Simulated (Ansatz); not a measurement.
The reference is MgO in the rock salt structure (space group Fm-3m, No. 225; a = 4.215 Å). Axes: x, y, z lie along the cube axes.

Structures relaxed with DFT with PBEsol, PAW potentials and a 420 eV plane-wave cutoff in Ansatz (a program for electronic structure), no spin-orbit coupling, earlier PAW set.

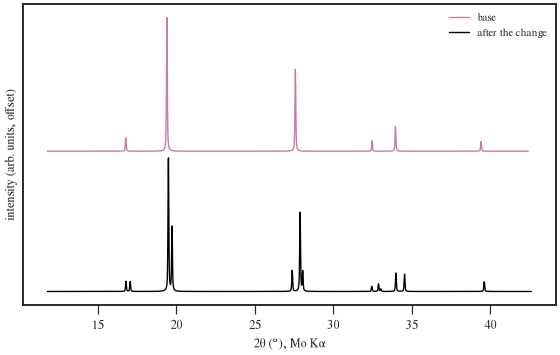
Fig. 1. Simulated powder patterns before (top) and after one change

Task: Which of these changes matches the shifts?
A. biaxial strain +2.61 %, plane normal [111], relaxed out of plane
B. uniaxial strain ε_xx = +5.95 %
C. biaxial strain −1.63 %, plane normal [110], relaxed out of plane

Result: C, biaxial strain −1.63 %, plane normal [110], relaxed out of plane. Its volume per atom is 9.12 Å³ against 9.36 Å³, and its space group is Immm (No. 71).

Stability against distortions was not tested.
